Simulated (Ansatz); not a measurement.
C3H8Si2: geometry relaxation (part 1 of 3)

The run: geometry relaxation of C3H8Si2. Method and program: RKS PBE0-D4/6-31G* (Ansatz 0.2.0).

It belongs to a series of runs on one base structure; here: end point B relaxed. Figures and captions count atoms from 1; the log counts them from 0 in places.

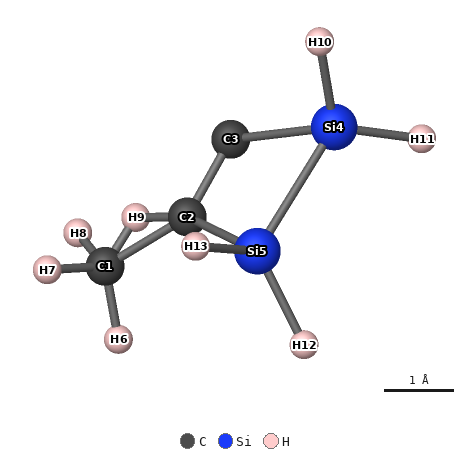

**Figure 1.** The starting structure (ball-and-stick view, seen at a tilt; atoms are numbered from 1 in the order of the input). Bond lengths as drawn: C–C 1.35 to 1.51 Å, C–H 0.86 to 1.14 Å, C–Si 1.94 to 2.00 Å, H–Si 1.45 to 1.53 Å and Si–Si 2.22 Å.

## Input file
```yaml
crystal:
  periodic: [false, false, false]
  atoms:
    - { symbol: C, position_ang: [-1.819, 0.5019, 0.7709] }
    - { symbol: C, position_ang: [-0.5122, 0.0118, 0.1834] }
    - { symbol: C, position_ang: [-0.1315, -1.243, -0.1544] }
    - { symbol: Si, position_ang: [1.7567, -0.9868, -0.7674] }
    - { symbol: Si, position_ang: [1.0581, 1.0632, -0.2652] }
    - { symbol: H, position_ang: [-1.7032, 1.0534, 1.7215] }
    - { symbol: H, position_ang: [-2.2876, 1.2679, 0.0701] }
    - { symbol: H, position_ang: [-2.5314, -0.2622, 0.8979] }
    - { symbol: H, position_ang: [-1.51045, -0.26046, 0.52614] }
    - { symbol: H, position_ang: [1.813, -1.3488, -2.1815] }
    - { symbol: H, position_ang: [2.6601, -1.6709, 0.1451] }
    - { symbol: H, position_ang: [1.6406, 1.7061, 0.9958] }
    - { symbol: H, position_ang: [0.711, 2.0467, -1.3714] }
basis:
  gaussian: { orbitals: "6-31G*" }
hamiltonian:
  xc: pbe0
  dispersion: d4
relax:
  f_tol: 0.02
  max_steps: 50
```

Machine: 2 threads of Intel Xeon (Granite Rapids), 16 GiB of memory available, shared host.

Launched with:
```bash
ansatz run input.yaml --threads 2 --pin off --max-ram 3072MiB --backend cpu --events-out ev --progress --plain --runs-dir out
```

## Log
```
The last accepted step is kept in [file] (removed where the run ends without a failure and the disk answers)
Engine: ansatz 0.2.0, x86_64-unknown-linux-gnu
Functional definition: PBE0
  parameter a = 0.25
  parameter kappa = 0.804
  parameter beta = 0.06672455060314922
  exchange = (1 - a)*pbe_x(kappa = kappa, mu = beta*pi^2/3) + a*exact_x
  correlation = pbe_c(beta = beta)
1112 factors; integrals over basis functions are off by at most 6.3e-4 eV
mean field evaluation 1: about -18967.9520 eV, gradient 4.9e1 eV
mean field evaluation 2: about -18951.8491 eV, gradient 8.2e1 eV
mean field evaluation 4: about -18974.3221 eV, gradient 7.9e0 eV
mean field evaluation 8: about -18974.4966 eV, gradient 5.8e-1 eV
mean field evaluation 16: about -18974.4976 eV, gradient 1.7e-4 eV
mean field -18974.49761491 eV, -697.2999259714 hartree, gradient 4.1e-5 eV, S^2 0.000000; 0 other end points of the search recorded, 0 dependent functions left out
the calculation of the forces begins
reference -18974.49764331 eV, -697.2999270154 hartree; 27, 27 occupied and 72, 72 virtual orbitals, 1112 factors
relax step   1: F+E_penalty+E_count = -18974.77257009 eV  Δ(F+E_penalty+E_count) = +0.000e0 eV  max|allowed force component| = 1.962e1 eV/Å  Δτ_max = 0.0000 Å  (29 SCF iters, accepted)
these checks for a lower state are left out or cut short: starts, cluster_reference, orbital_swaps, neighbouring_geometries, increment
1112 factors; integrals over basis functions are off by at most 6.5e-4 eV
mean field -18977.61439776 eV, -697.4144656287 hartree, gradient 2.4e-5 eV, S^2 0.000000; 0 other end points of the search recorded, 0 dependent functions left out
[... from here on the field's lines of each further geometry are left out, up to the last ...]
relax step   2: F+E_penalty+E_count = -18977.88745762 eV  Δ(F+E_penalty+E_count) = -3.115e0 eV  max|allowed force component| = 5.231e0 eV/Å  Δτ_max = 0.1950 Å  (31 SCF iters, accepted)
relax step   3: F+E_penalty+E_count = -18978.70588123 eV  Δ(F+E_penalty+E_count) = -8.184e-1 eV  max|allowed force component| = 2.193e0 eV/Å  Δτ_max = 0.1570 Å  (31 SCF iters, accepted)
relax step   4: F+E_penalty+E_count = -18979.05901222 eV  Δ(F+E_penalty+E_count) = -3.531e-1 eV  max|allowed force component| = 1.988e0 eV/Å  Δτ_max = 0.1999 Å  (31 SCF iters, accepted)
relax step   5: F+E_penalty+E_count = -18979.73371126 eV  Δ(F+E_penalty+E_count) = -6.747e-1 eV  max|allowed force component| = 2.832e0 eV/Å  Δτ_max = 0.1947 Å  (36 SCF iters, accepted)
relax step   6: F+E_penalty+E_count = -18980.33368745 eV  Δ(F+E_penalty+E_count) = -6.000e-1 eV  max|allowed force component| = 2.600e0 eV/Å  Δτ_max = 0.1982 Å  (32 SCF iters, accepted)
relax step   7: F+E_penalty+E_count = -18980.96839669 eV  Δ(F+E_penalty+E_count) = -6.347e-1 eV  max|allowed force component| = 1.930e0 eV/Å  Δτ_max = 0.2000 Å  (31 SCF iters, accepted)
relax step   8: F+E_penalty+E_count = -18981.31740780 eV  Δ(F+E_penalty+E_count) = -3.490e-1 eV  max|allowed force component| = 3.210e0 eV/Å  Δτ_max = 0.2000 Å  (30 SCF iters, accepted)
relax step   9: F+E_penalty+E_count = -18981.52426378 eV  Δ(F+E_penalty+E_count) = -2.069e-1 eV  max|allowed force component| = 9.826e-1 eV/Å  Δτ_max = 0.1910 Å  (30 SCF iters, accepted)
relax step  10: F+E_penalty+E_count = -18981.58235169 eV  Δ(F+E_penalty+E_count) = -5.809e-2 eV  max|allowed force component| = 3.290e-1 eV/Å  Δτ_max = 0.2000 Å  (30 SCF iters, accepted)
relax step  11: F+E_penalty+E_count = -18981.59945282 eV  Δ(F+E_penalty+E_count) = -1.710e-2 eV  max|allowed force component| = 1.596e-1 eV/Å  Δτ_max = 0.1997 Å  (30 SCF iters, accepted)
relax step  12: F+E_penalty+E_count = -18981.60484472 eV  Δ(F+E_penalty+E_count) = -5.392e-3 eV  max|allowed force component| = 5.548e-2 eV/Å  Δτ_max = 0.0813 Å  (32 SCF iters, accepted)
relax step  13: F+E_penalty+E_count = -18981.60539474 eV  Δ(F+E_penalty+E_count) = -5.500e-4 eV  max|allowed force component| = 1.765e-2 eV/Å  Δτ_max = 0.0267 Å  (30 SCF iters, accepted)
relax step  14: F+E_penalty+E_count = -18981.60565844 eV  Δ(F+E_penalty+E_count) = -2.637e-4 eV  max|allowed force component| = 2.708e-2 eV/Å  Δτ_max = 0.0388 Å  (30 SCF iters, accepted)
relax step  15: F+E_penalty+E_count = -18981.60578111 eV  Δ(F+E_penalty+E_count) = -1.227e-4 eV  max|allowed force component| = 2.766e-2 eV/Å  Δτ_max = 0.0208 Å  (24 SCF iters, accepted)
relax step  16: F+E_penalty+E_count = -18981.60595945 eV  Δ(F+E_penalty+E_count) = -1.783e-4 eV  max|allowed force component| = 5.415e-2 eV/Å  Δτ_max = 0.0538 Å  (29 SCF iters, accepted)
relax step  17: F+E_penalty+E_count = -18981.60607305 eV  Δ(F+E_penalty+E_count) = -1.136e-4 eV  max|allowed force component| = 5.121e-2 eV/Å  Δτ_max = 0.0221 Å  (24 SCF iters, accepted)
relax step  18: F+E_penalty+E_count = -18981.60628657 eV  Δ(F+E_penalty+E_count) = -2.135e-4 eV  max|allowed force component| = 6.115e-2 eV/Å  Δτ_max = 0.0736 Å  (29 SCF iters, accepted)
relax step  19: F+E_penalty+E_count = -18981.60644598 eV  Δ(F+E_penalty+E_count) = -1.594e-4 eV  max|allowed force component| = 5.562e-2 eV/Å  Δτ_max = 0.0190 Å  (30 SCF iters, accepted)
relax step  20: F+E_penalty+E_count = -18981.60669162 eV  Δ(F+E_penalty+E_count) = -2.456e-4 eV  max|allowed force component| = 4.279e-2 eV/Å  Δτ_max = 0.0298 Å  (30 SCF iters, accepted)
relax step  21: F+E_penalty+E_count = -18981.60708313 eV  Δ(F+E_penalty+E_count) = -3.915e-4 eV  max|allowed force component| = 4.045e-2 eV/Å  Δτ_max = 0.0745 Å  (31 SCF iters, accepted)
relax step  22: F+E_penalty+E_count = -18981.60736389 eV  Δ(F+E_penalty+E_count) = -2.808e-4 eV  max|allowed force component| = 9.768e-2 eV/Å  Δτ_max = 0.0787 Å  (31 SCF iters, accepted)
relax step  23: F+E_penalty+E_count = -18981.60765582 eV  Δ(F+E_penalty+E_count) = -2.919e-4 eV  max|allowed force component| = 8.822e-2 eV/Å  Δτ_max = 0.0153 Å  (24 SCF iters, accepted)
relax step  24: F+E_penalty+E_count = -18981.60829670 eV  Δ(F+E_penalty+E_count) = -6.409e-4 eV  max|allowed force component| = 5.544e-2 eV/Å  Δτ_max = 0.0520 Å  (30 SCF iters, accepted)
relax step  25: F+E_penalty+E_count = -18981.60893985 eV  Δ(F+E_penalty+E_count) = -6.432e-4 eV  max|allowed force component| = 1.009e-1 eV/Å  Δτ_max = 0.1071 Å  (31 SCF iters, accepted)
relax step  26: F+E_penalty+E_count = -18981.60932547 eV  Δ(F+E_penalty+E_count) = -3.856e-4 eV  max|allowed force component| = 1.521e-1 eV/Å  Δτ_max = 0.0634 Å  (32 SCF iters, accepted)
relax step  27: F+E_penalty+E_count = -18981.60977323 eV  Δ(F+E_penalty+E_count) = -4.478e-4 eV  max|allowed force component| = 1.376e-1 eV/Å  Δτ_max = 0.0312 Å  (30 SCF iters, accepted)
relax step  28: F+E_penalty+E_count = -18981.61056968 eV  Δ(F+E_penalty+E_count) = -7.965e-4 eV  max|allowed force component| = 7.787e-2 eV/Å  Δτ_max = 0.0682 Å  (31 SCF iters, accepted)
relax step  29: F+E_penalty+E_count = -18981.61100944 eV  Δ(F+E_penalty+E_count) = -4.398e-4 eV  max|allowed force component| = 8.064e-2 eV/Å  Δτ_max = 0.0996 Å  (31 SCF iters, accepted)
relax step  30: F+E_penalty+E_count = -18981.61107057 eV  Δ(F+E_penalty+E_count) = -6.113e-5 eV  max|allowed force component| = 9.901e-2 eV/Å  Δτ_max = 0.0472 Å  (31 SCF iters, accepted)
relax step  31: F+E_penalty+E_count = -18981.61125972 eV  Δ(F+E_penalty+E_count) = -1.891e-4 eV  max|allowed force component| = 7.728e-2 eV/Å  Δτ_max = 0.0114 Å  (24 SCF iters, accepted)
relax step  32: F+E_penalty+E_count = -18981.61147226 eV  Δ(F+E_penalty+E_count) = -2.125e-4 eV  max|allowed force component| = 1.740e-2 eV/Å  Δτ_max = 0.0057 Å  (25 SCF iters, accepted)
relax step  33: F+E_penalty+E_count = -18981.61151675 eV  Δ(F+E_penalty+E_count) = -4.448e-5 eV  max|allowed force component| = 3.088e-3 eV/Å  Δτ_max = 0.0212 Å  (25 SCF iters, accepted)
the calculation of the forces begins
reference -18981.37341180 eV, -697.5526068468 hartree; 27, 27 occupied and 72, 72 virtual orbitals, 1106 factors
relax step  34: F+E_penalty+E_count = -18981.61153991 eV  Δ(F+E_penalty+E_count) = -2.317e-5 eV  max|allowed force component| = 1.143e-2 eV/Å  Δτ_max = 0.0255 Å  (30 SCF iters, accepted)
1106 factors; integrals over basis functions are off by at most 7.2e-4 eV
mean field evaluation 256: about -18981.3734 eV, gradient 2.6e-2 eV
```

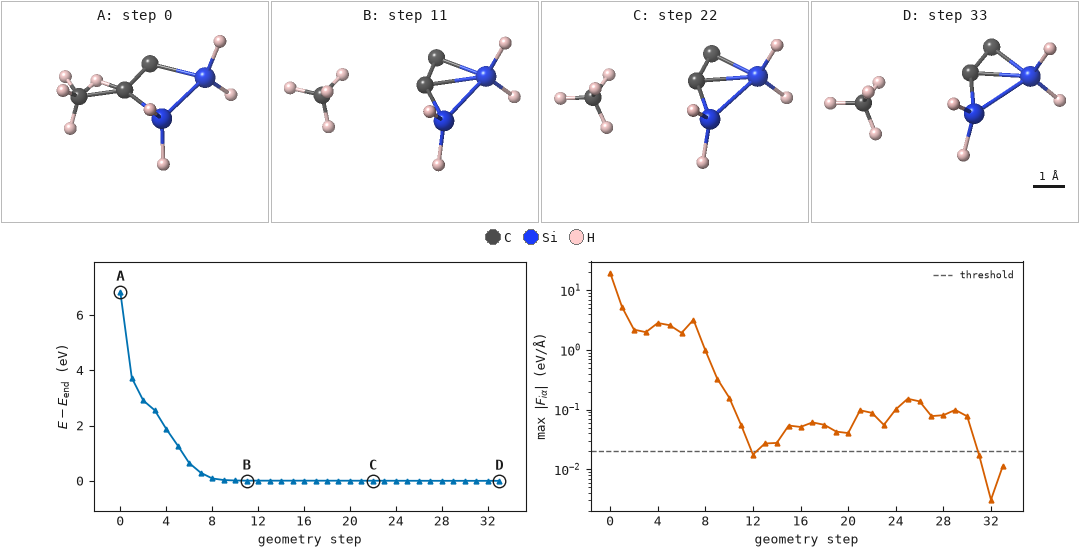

**Figure 2.** Frames of the relaxation (ball-and-stick view, seen at a tilt) above the curves, on which the letters mark them (the first geometry is step 0 here and step 1 in the log).

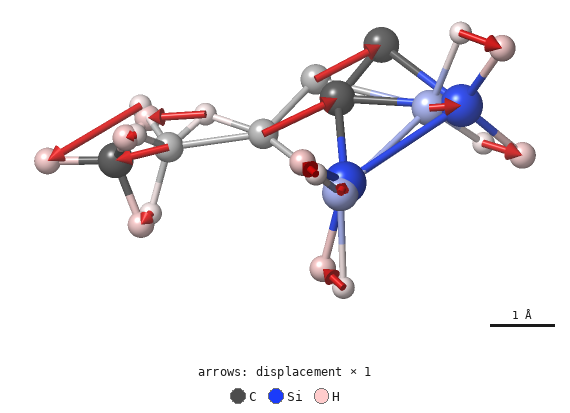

**Figure 3.** Start (faint) and end (solid) with the displacements as red arrows, at true length (ball-and-stick view, seen at a tilt). The two geometries are laid on each other by the best rigid fit. Over 33 geometry steps the energy falls by 6.839 eV. Largest force component: 20 eV/Å at the start, 0.011 eV/Å at the end. The atom that moves furthest after the best rigid fit is H8 (1.78 Å). Largest moves by element: H 1.78 Å, C 1.32 Å, Si 0.51 Å. Among the contacts that change: C1–C2 1.514 → 3.628 Å, C2–H9 1.090 → 3.061 Å, C2–Si4 2.655 → 2.006 Å, C1–H9 0.858 → 1.092 Å. New bonds form: C2–Si4 (2.66 → 2.01 Å). Bonds break: C1–C2 (1.51 → 3.63 Å), C2–H9 (1.09 → 3.06 Å). Among the angles that change: H8–C1–H9 68.5° → 109.6°, C3–C2–Si5 102.5° → 143.2°, C2–C3–Si4 102.9° → 74.1°. (Atoms are counted from 1 in the order of the input.)

```
mean field -18981.37338209 eV, -697.5526057547 hartree, gradient 2.5e-5 eV, S^2 0.000000; 1 other end points of the search recorded, 0 dependent functions left out
the calculation of the forces begins
reference -18981.37341180 eV, -697.5526068468 hartree; 27, 27 occupied and 72, 72 virtual orbitals, 1106 factors
Total energy: -18981.61156963 eV, -697.5613589856 hartree
Atom 0 at    -2.533669     0.845289     1.061828 Å, force    -0.000506     0.000722     0.000295 eV/Å
Atom 1 at     0.361450    -0.857576    -0.308879 Å, force     0.001301    -0.011425    -0.002114 eV/Å
Atom 2 at     0.655878    -2.064369    -0.591985 Å, force    -0.001544     0.010397     0.002106 eV/Å
Atom 3 at     2.250646    -1.027692    -0.962128 Å, force     0.000287     0.002011     0.000796 eV/Å
Atom 4 at     1.035527     0.852079    -0.269873 Å, force     0.001815    -0.000087    -0.001395 eV/Å
Atom 5 at    -1.806829     1.277913     1.754359 Å, force    -0.000762    -0.000322    -0.000096 eV/Å
Atom 6 at    -2.438342     1.321171     0.082370 Å, force    -0.000284    -0.000306    -0.000130 eV/Å
Atom 7 at    -3.542498     1.011582     1.447201 Å, force    -0.000094     0.000146     0.000292 eV/Å
Atom 8 at    -2.350345    -0.227192     0.964283 Å, force     0.000528     0.000169    -0.000548 eV/Å
Atom 9 at     2.593376    -1.057583    -2.403304 Å, force    -0.001326     0.000084     0.000757 eV/Å
Atom 10 at     3.367405    -1.415552    -0.068978 Å, force    -0.000579     0.000152    -0.000348 eV/Å
Atom 11 at     1.160660     1.432537     1.090048 Å, force     0.000723    -0.000595    -0.000273 eV/Å
Atom 12 at     0.390892     1.788232    -1.224003 Å, force     0.000440    -0.000945     0.000658 eV/Å
Dipole moment:     0.246610     0.577258     0.008017 e Å
```

## Trajectory as extended XYZ (Å, eV, eV/Å), 34 frames, from step=1 to step=34
```
13
Properties=species:S:1:pos:R:3:forces:R:3 step=1 energy=-18974.77257
C    -1.8190    0.5019    0.7709   -8.3368  19.6177   4.9763
C    -0.5122    0.0118    0.1834    9.2214   2.0933  -2.9698
C    -0.1315   -1.2430   -0.1544   -0.0877  -0.9096   0.0744
Si    1.7567   -0.9868   -0.7674   -2.3242  -0.6326   0.3563
Si    1.0581    1.0632   -0.2652   -1.6525   0.8566   1.0025
H    -1.7032    1.0534    1.7215    0.4264  -0.9526  -0.1454
H    -2.2876    1.2679    0.0701    0.5878  -1.3833   0.4347
H    -2.5314   -0.2622    0.8979   -2.9617  -1.2542   0.9579
H    -1.5105   -0.2605    0.5261    3.8731 -17.2386  -4.1912
H     1.8130   -1.3488   -2.1815    0.4268  -0.2053  -0.4725
H     2.6601   -1.6709    0.1451    0.6090  -0.2928   0.1661
H     1.6406    1.7061    0.9958   -0.1195   0.2212  -0.5674
H     0.7110    2.0467   -1.3714    0.3379   0.0802   0.3782
13
Properties=species:S:1:pos:R:3:forces:R:3 step=2 energy=-18977.88746
C    -1.8416    0.5416    0.7707   -3.4896   5.2310   1.5213
C    -0.4466   -0.0432    0.1721    4.8330   0.8603  -1.5865
C    -0.1513   -1.3401   -0.1250   -0.2302   0.0129   0.0129
Si    1.6500   -1.0509   -0.7708   -0.9555  -0.3358   0.4044
Si    1.0263    1.0880   -0.2208   -0.2266   0.8751   0.1855
H    -1.6625    1.0665    1.7143    0.3458  -0.5519  -0.0408
H    -2.2631    1.2575    0.0428    0.3651  -0.5911   0.0142
H    -2.6415   -0.2060    0.9500   -0.7996   0.1979   0.4103
H    -1.4950   -0.3930    0.4934    0.1626  -5.2176  -0.8360
H     1.8757   -1.3992   -2.2015    0.0585   0.0003  -0.0099
H     2.6867   -1.6907    0.0787    0.1491  -0.0717  -0.0282
H     1.6127    1.8884    0.9325   -0.1490  -0.2399  -0.1486
H     0.7946    2.1599   -1.2654   -0.0635  -0.1697   0.1015
```
